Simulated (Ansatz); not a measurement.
## Nudged elastic band of ZrNH6O3F

The run: nudged elastic band of ZrNH6O3F. Method and program: RKS B3LYP/def2-SVP (Ansatz 0.2.0).

One setting was made poor on purpose. It belongs to a series of runs on one base structure; here: band between the two ends.

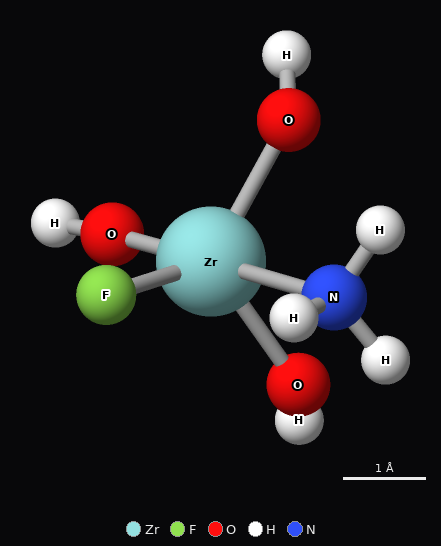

Fig. 1: The structure as given in the input (ball-and-stick view, seen at a tilt). Sticks mark near contacts.

Results in brief

| quantity | value |
| --- | --- |
| outcome | converged |
| barrier, forward | 0.001 eV |
| barrier, backward | −0.001 eV |
| hardware | 4 threads of Arm Neoverse V1, 24 GiB of memory available, shared host |
| wall time | 71 s (CPU time 4.5 min) |
| peak memory | 0.34 GiB |

Notes

A deliberately poor setting: few images. The order of the saddle point was not checked.

The input
```yaml
crystal:
  periodic: [false, false, false]
  atoms:
    - { symbol: Zr, position_ang: [0.014732, 0.005759, 0.292564] }
    - { symbol: F, position_ang: [-0.201713, -0.235319, 2.21977] }
    - { symbol: O, position_ang: [1.82161, -0.314319, -0.461429] }
    - { symbol: H, position_ang: [2.164872, -0.992843, -1.051918] }
    - { symbol: O, position_ang: [-1.008783, 1.479481, -0.55172] }
    - { symbol: H, position_ang: [-1.73885, 1.492265, -1.179028] }
    - { symbol: O, position_ang: [-0.945708, -1.54984, -0.362443] }
    - { symbol: H, position_ang: [-1.442314, -2.346488, -0.554273] }
    - { symbol: "N", position_ang: [1.236694, 1.965157, 1.15807] }
    - { symbol: H, position_ang: [2.204313, 1.935002, 0.83132] }
    - { symbol: H, position_ang: [0.810992, 2.823543, 0.803304] }
    - { symbol: H, position_ang: [1.249354, 2.017403, 2.178282] }
basis:
  gaussian: { orbitals: def2-SVP }
hamiltonian:
  xc: b3lyp
neb:
  order_check: false
  images: 1
  f_tol: 0.05
  max_iterations: 60
  climbing: true
  final_atoms:
    - { symbol: Zr, position_ang: [0.00643422, 0.0130365, 0.28639005] }
    - { symbol: F, position_ang: [-0.29331064, -0.16560933, 2.2093027] }
    - { symbol: O, position_ang: [1.83187727, -0.36875475, -0.38368169] }
    - { symbol: H, position_ang: [2.1978451, -1.08332543, -0.91494226] }
    - { symbol: O, position_ang: [-0.95221351, 1.48149835, -0.63610108] }
    - { symbol: H, position_ang: [-1.64178375, 1.48766595, -1.30814995] }
    - { symbol: O, position_ang: [-0.96303558, -1.54046544, -0.36057205] }
    - { symbol: H, position_ang: [-1.47271716, -2.32854199, -0.55428171] }
    - { symbol: "N", position_ang: [1.22344773, 1.97173365, 1.15579934] }
    - { symbol: H, position_ang: [1.92926299, 2.26961745, 0.47933192] }
    - { symbol: H, position_ang: [0.59522218, 2.76263183, 1.312491] }
    - { symbol: H, position_ang: [1.70417017, 1.78031422, 2.03691273] }
  initial_path:
    images:
      - { positions_ang: [[0.014732, 0.005759, 0.292564], [-0.201713, -0.235319, 2.21977], [1.82161, -0.314319, -0.461429], [2.164872, -0.992843, -1.051918], [-1.008783, 1.479481, -0.55172], [-1.73885, 1.492265, -1.179028], [-0.945708, -1.54984, -0.362443], [-1.442314, -2.346488, -0.554273], [1.236694, 1.965157, 1.15807], [2.204313, 1.935002, 0.83132], [0.810992, 2.823543, 0.803304], [1.249354, 2.017403, 2.178282]] }
      - { positions_ang: [[0.00190854, 0.00023568, -0.00281709], [-0.00563011, -0.00732436, 2.32715845], [1.95612489, 0.00622035, -0.68578204], [2.27473839, -0.9448867, -0.80453843], [-0.97411538, 1.68968808, -0.68980051], [-1.93074361, 1.45787222, -0.91605019], [-0.96759328, -1.68848791, -0.70074054], [-1.42379003, -2.15756367, 0.06866954], [1.31190561, 1.98538111, 0.79937089], [2.16670233, 1.84455266, 1.41008604], [1.0102052, 2.96448645, 0.52736875], [0.74548647, 1.1296271, 1.98957413]] }
      - { positions_ang: [[0.00643422, 0.0130365, 0.28639005], [-0.29331064, -0.16560933, 2.2093027], [1.83187727, -0.36875475, -0.38368169], [2.1978451, -1.08332543, -0.91494226], [-0.95221351, 1.48149835, -0.63610108], [-1.64178375, 1.48766595, -1.30814995], [-0.96303558, -1.54046544, -0.36057205], [-1.47271716, -2.32854199, -0.55428171], [1.22344773, 1.97173365, 1.15579934], [1.92926299, 2.26961745, 0.47933192], [0.59522218, 2.76263183, 1.312491], [1.70417017, 1.78031422, 2.03691273]] }
```

Command:
```bash
ansatz run input.yaml --threads 4 --pin off --max-ram 5120MiB --backend cpu --events-out ev --progress --plain --runs-dir out
```

What the program printed
```
Engine: ansatz 0.2.0, aarch64-unknown-linux-gnu
Functional definition: B3LYP
  parameter a0 = 0.2
  parameter ax = 0.72
  parameter ac = 0.81
  exchange = (1 - a0 - ax)*slater_x + ax*b88_x + a0*exact_x
  correlation = (1 - ac)*vwn_rpa_c + ac*lyp_c
1400 factors; integrals over basis functions are off by at most 3.9e-4 eV
mean field evaluation 1: about -11705.7116 eV, gradient 1.1e2 eV
mean field evaluation 2: about -11624.5816 eV, gradient 2.3e2 eV
mean field evaluation 4: about -11726.6903 eV, gradient 1.3e1 eV
mean field evaluation 8: about -11727.0362 eV, gradient 2.7e-1 eV
mean field evaluation 16: about -11727.0363 eV, gradient 4.0e-5 eV
mean field -11727.03633900 eV, -430.9606365874 hartree, gradient 4.0e-5 eV, S^2 0.000000; 0 other end points of the search recorded, 0 dependent functions left out
the calculation of the forces begins
reference -11727.03670701 eV, -430.9606501118 hartree; 29, 29 occupied and 102, 102 virtual orbitals, 1400 factors
1400 factors; integrals over basis functions are off by at most 3.6e-4 eV
mean field evaluation 32: about -11727.0342 eV, gradient 7.3e-5 eV
mean field -11727.03416972 eV, -430.9605568680 hartree, gradient 4.0e-5 eV, S^2 0.000000; 0 other end points of the search recorded, 0 dependent functions left out
[... from here on the field's lines of each further geometry are left out, up to the last ...]
NEB iter   1: max|band force component| = 3.246e0 eV/Å  barrier→ = 4.7158 eV  barrier← = 4.7136 eV  Δτ_max = 0.2000 Å  (87 SCF iters)
NEB iter   2: max|band force component| = 2.982e0 eV/Å  barrier→ = 2.5366 eV  barrier← = 2.5344 eV  Δτ_max = 0.2000 Å  (37 SCF iters)
NEB iter   3: max|band force component| = 1.998e0 eV/Å  barrier→ = 1.4012 eV  barrier← = 1.3990 eV  Δτ_max = 0.1920 Å  (37 SCF iters)
NEB iter   4: max|band force component| = 2.472e0 eV/Å  barrier→ = 0.7660 eV  barrier← = 0.7639 eV  Δτ_max = 0.0920 Å  (37 SCF iters)
NEB iter   5: max|band force component| = 1.449e0 eV/Å  barrier→ = 0.5638 eV  barrier← = 0.5616 eV  Δτ_max = 0.0952 Å  (30 SCF iters)
NEB iter   6: max|band force component| = 8.872e-1 eV/Å  barrier→ = 0.3904 eV  barrier← = 0.3883 eV  Δτ_max = 0.1965 Å  (30 SCF iters)
NEB iter   7: max|band force component| = 3.098e0 eV/Å  barrier→ = 0.3734 eV  barrier← = 0.3712 eV  Δτ_max = 0.0981 Å  (37 SCF iters)
NEB iter   8: max|band force component| = 4.544e-1 eV/Å  barrier→ = 0.1568 eV  barrier← = 0.1546 eV  CI = image 1  Δτ_max = 0.1950 Å  (30 SCF iters)
NEB iter   9: max|band force component| = 6.922e-1 eV/Å  barrier→ = 0.1081 eV  barrier← = 0.1060 eV  CI = image 1  Δτ_max = 0.1003 Å  (29 SCF iters)
NEB iter  10: max|band force component| = 5.155e-1 eV/Å  barrier→ = 0.0744 eV  barrier← = 0.0722 eV  CI = image 1  Δτ_max = 0.1960 Å  (31 SCF iters)
NEB iter  11: max|band force component| = 4.766e-1 eV/Å  barrier→ = 0.0418 eV  barrier← = 0.0397 eV  CI = image 1  Δτ_max = 0.1329 Å  (31 SCF iters)
NEB iter  12: max|band force component| = 3.289e-1 eV/Å  barrier→ = 0.0243 eV  barrier← = 0.0221 eV  CI = image 1  Δτ_max = 0.1237 Å  (29 SCF iters)
NEB iter  13: max|band force component| = 1.015e-1 eV/Å  barrier→ = 0.0175 eV  barrier← = 0.0153 eV  CI = image 1  Δτ_max = 0.0767 Å  (29 SCF iters)
NEB iter  14: max|band force component| = 1.621e-1 eV/Å  barrier→ = 0.0132 eV  barrier← = 0.0110 eV  CI = image 1  Δτ_max = 0.0385 Å  (31 SCF iters)
NEB iter  15: max|band force component| = 1.506e-1 eV/Å  barrier→ = 0.0116 eV  barrier← = 0.0094 eV  CI = image 1  Δτ_max = 0.0654 Å  (33 SCF iters)
NEB iter  16: max|band force component| = 5.884e-2 eV/Å  barrier→ = 0.0083 eV  barrier← = 0.0061 eV  CI = image 1  Δτ_max = 0.0693 Å  (31 SCF iters)
NEB iter  17: max|band force component| = 6.778e-2 eV/Å  barrier→ = 0.0069 eV  barrier← = 0.0047 eV  CI = image 1  Δτ_max = 0.0348 Å  (32 SCF iters)
NEB iter  18: max|band force component| = 9.513e-2 eV/Å  barrier→ = 0.0056 eV  barrier← = 0.0035 eV  CI = image 1  Δτ_max = 0.0346 Å  (32 SCF iters)
NEB iter  19: max|band force component| = 7.680e-2 eV/Å  barrier→ = 0.0049 eV  barrier← = 0.0027 eV  CI = image 1  Δτ_max = 0.0694 Å  (32 SCF iters)
NEB iter  20: max|band force component| = 7.905e-2 eV/Å  barrier→ = 0.0033 eV  barrier← = 0.0011 eV  CI = image 1  Δτ_max = 0.0282 Å  (31 SCF iters)
NEB iter  21: max|band force component| = 9.037e-2 eV/Å  barrier→ = 0.0026 eV  barrier← = 0.0004 eV  CI = image 1  Δτ_max = 0.0140 Å  (32 SCF iters)
NEB iter  22: max|band force component| = 7.767e-2 eV/Å  barrier→ = 0.0019 eV  barrier← = -0.0003 eV  CI = image 1  Δτ_max = 0.0103 Å  (33 SCF iters)
NEB iter  23: max|band force component| = 5.003e-2 eV/Å  barrier→ = 0.0016 eV  barrier← = -0.0006 eV  CI = image 1  Δτ_max = 0.0123 Å  (33 SCF iters)
the calculation of the forces begins
reference -11727.03537428 eV, -430.9606011348 hartree; 29, 29 occupied and 102, 102 virtual orbitals, 1400 factors
1400 factors; integrals over basis functions are off by at most 3.9e-4 eV
mean field evaluation 224: about -11726.6893 eV, gradient 1.3e1 eV
mean field -11727.03500500 eV, -430.9605875638 hartree, gradient 9.4e-6 eV, S^2 0.000000; 1 other end points of the search recorded, 0 dependent functions left out
the calculation of the forces begins
reference -11727.03537428 eV, -430.9606011348 hartree; 29, 29 occupied and 102, 102 virtual orbitals, 1400 factors
NEB iter  24: max|band force component| = 3.163e-2 eV/Å  barrier→ = 0.0013 eV  barrier← = -0.0008 eV  CI = image 1  Δτ_max = 0.0000 Å  (62 SCF iters)
```

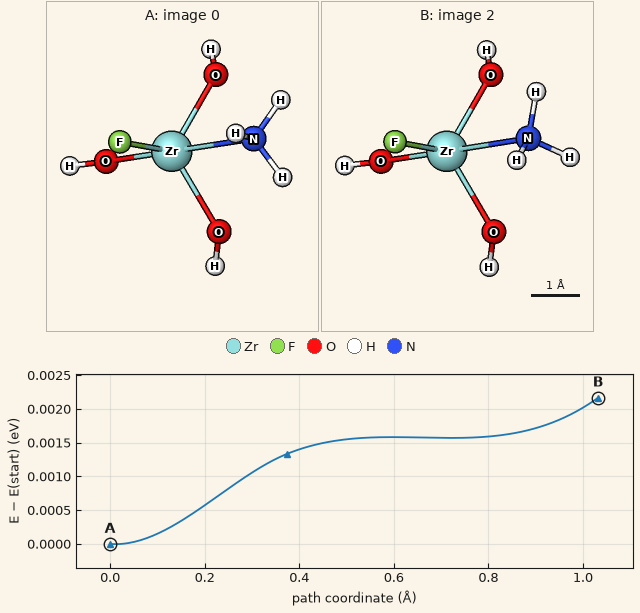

Fig. 2: Images of the last band (counted from 0; ball-and-stick, seen at a tilt) above the energy along the path; the line is a cubic interpolation that uses the forces. No image lies above both ends; the end is 0.002 eV above the start. The path is 1.03 Å long. The band converged in 24 iterations.

```
Total energy: -11727.03537428 eV, -430.9606011348 hartree
Atom 0 at     0.021040     0.001380     0.291313 Å, force    -0.007825     0.006169     0.006973 eV/Å
Atom 1 at    -0.186749    -0.250809     2.217823 Å, force    -0.000340     0.001915    -0.007040 eV/Å
Atom 2 at     1.814816    -0.353533    -0.464802 Å, force     0.010579     0.014625     0.006482 eV/Å
Atom 3 at     2.196333    -1.025123    -1.037995 Å, force    -0.005617    -0.009959    -0.005385 eV/Å
Atom 4 at    -0.974499     1.505136    -0.545518 Å, force    -0.010555    -0.024309    -0.007930 eV/Å
Atom 5 at    -1.701816     1.468973    -1.176617 Å, force     0.006336     0.016149     0.007682 eV/Å
Atom 6 at    -0.996308    -1.513362    -0.372476 Å, force     0.010099     0.000320     0.000496 eV/Å
Atom 7 at    -1.510175    -2.295507    -0.577261 Å, force    -0.006030    -0.002702    -0.001286 eV/Å
Atom 8 at     1.241641     1.962294     1.161781 Å, force     0.002099     0.015869    -0.031628 eV/Å
Atom 9 at     2.138074     2.059778     0.680985 Å, force    -0.006885    -0.005853     0.006605 eV/Å
Atom 10 at     0.696140     2.807479     0.980569 Å, force     0.004837    -0.013340     0.003455 eV/Å
Atom 11 at     1.426702     1.913095     2.164697 Å, force     0.003301     0.001117     0.021577 eV/Å
Dipole moment:     0.210558     0.263861    -0.285922 e Å
this run last wrote the band of iteration 24 to [file]
```

The last band as extended XYZ (Å, eV, eV/Å)
```
12
Properties=species:S:1:pos:R:3:forces:R:3 image=0 energy=-11727.03634
Zr    0.0147    0.0058    0.2926   -0.0116  -0.0205  -0.0026
F    -0.2017   -0.2353    2.2198    0.0000  -0.0005  -0.0078
O     1.8216   -0.3143   -0.4614    0.0013   0.0017  -0.0014
H     2.1649   -0.9928   -1.0519   -0.0039   0.0009   0.0043
O    -1.0088    1.4795   -0.5517    0.0020   0.0012  -0.0010
H    -1.7389    1.4923   -1.1790    0.0019  -0.0037   0.0045
O    -0.9457   -1.5498   -0.3624    0.0003   0.0040   0.0027
H    -1.4423   -2.3465   -0.5543    0.0014   0.0022  -0.0020
N     1.2367    1.9652    1.1581    0.0141   0.0232   0.0118
H     2.2043    1.9350    0.8313    0.0007  -0.0033  -0.0028
H     0.8110    2.8235    0.8033   -0.0040  -0.0016  -0.0035
H     1.2494    2.0174    2.1783   -0.0023  -0.0037  -0.0023
12
Properties=species:S:1:pos:R:3:forces:R:3 image=1 energy=-11727.03500
Zr    0.0210    0.0014    0.2913   -0.0078   0.0062   0.0070
F    -0.1867   -0.2508    2.2178   -0.0003   0.0019  -0.0070
O     1.8148   -0.3535   -0.4648    0.0106   0.0146   0.0065
H     2.1963   -1.0251   -1.0380   -0.0056  -0.0100  -0.0054
O    -0.9745    1.5051   -0.5455   -0.0106  -0.0243  -0.0079
H    -1.7018    1.4690   -1.1766    0.0063   0.0161   0.0077
O    -0.9963   -1.5134   -0.3725    0.0101   0.0003   0.0005
H    -1.5102   -2.2955   -0.5773   -0.0060  -0.0027  -0.0013
N     1.2416    1.9623    1.1618    0.0021   0.0159  -0.0316
H     2.1381    2.0598    0.6810   -0.0069  -0.0059   0.0066
H     0.6961    2.8075    0.9806    0.0048  -0.0133   0.0035
H     1.4267    1.9131    2.1647    0.0033   0.0011   0.0216
12
Properties=species:S:1:pos:R:3:forces:R:3 image=2 energy=-11727.03417
Zr    0.0064    0.0130    0.2864   -0.0075  -0.0113   0.0168
F    -0.2933   -0.1656    2.2093    0.0027   0.0010  -0.0115
O     1.8319   -0.3688   -0.3837    0.0056  -0.0020  -0.0060
H     2.1978   -1.0833   -0.9149   -0.0061   0.0071   0.0062
O    -0.9522    1.4815   -0.6361   -0.0135   0.0015  -0.0187
H    -1.6418    1.4877   -1.3081    0.0117   0.0004   0.0138
O    -0.9630   -1.5405   -0.3606   -0.0069  -0.0072  -0.0030
H    -1.4727   -2.3285   -0.5543    0.0085   0.0114   0.0030
N     1.2234    1.9717    1.1558    0.0071   0.0167  -0.0047
H     1.9293    2.2696    0.4793   -0.0068  -0.0029   0.0119
H     0.5952    2.7626    1.3125    0.0065  -0.0153  -0.0049
H     1.7042    1.7803    2.0369   -0.0013   0.0006  -0.0029
```
